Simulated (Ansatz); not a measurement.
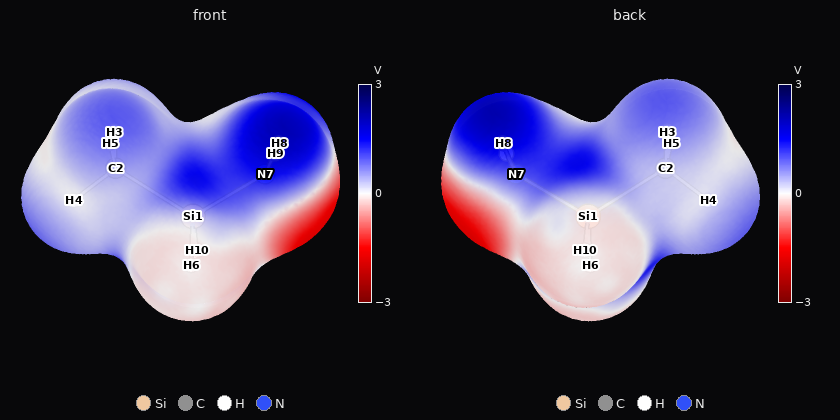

CH7NSi. The electrostatic potential painted on the density surface at 0.004 e/bohr³, seen from the front and from behind; the colour scale runs from red (negative) to blue (positive).

All numbers below come from RKS PBE-D4/def2-SVP in Ansatz.

Input

```
crystal:
  periodic: [false, false, false]
  atoms:
    - { symbol: Si, position_ang: [0.262904, 0.072186, 0.014136] }
    - { symbol: C, position_ang: [0.831104, 0.022682, 1.788435] }
    - { symbol: H, position_ang: [0.070544, -0.067887, 2.59209] }
    - { symbol: H, position_ang: [1.531349, -0.837732, 1.876546] }
    - { symbol: H, position_ang: [1.41982, 0.946603, 1.983645] }
    - { symbol: H, position_ang: [1.665225, 0.137712, -0.408961] }
    - { symbol: "N", position_ang: [-0.718933, 1.39243, -0.520921] }
    - { symbol: H, position_ang: [-1.679909, 1.277655, -0.837426] }
    - { symbol: H, position_ang: [-0.423869, 2.369318, -0.490189] }
    - { symbol: H, position_ang: [-0.439136, -1.183467, -0.420554] }
basis:
  gaussian: { orbitals: def2-SVP }
hamiltonian:
  xc: pbe
  dispersion: d4
relax:
  f_tol: 0.03
  max_steps: 50
output:
  orbitals: {}
```

Command:

```sh
ansatz run input.yaml --threads 1 --pin off --max-ram 2048MiB --backend cpu --events-out ev --progress --plain --runs-dir out
```

The fields are those of the run's last geometry, not of the input's.

> Where is the surface potential most negative and most positive?

The most negative region (about −1.7 V) lies over N7, the most positive (about +2.0 V) over H8 and H9. N7 is the likeliest acceptor of a hydrogen bond.
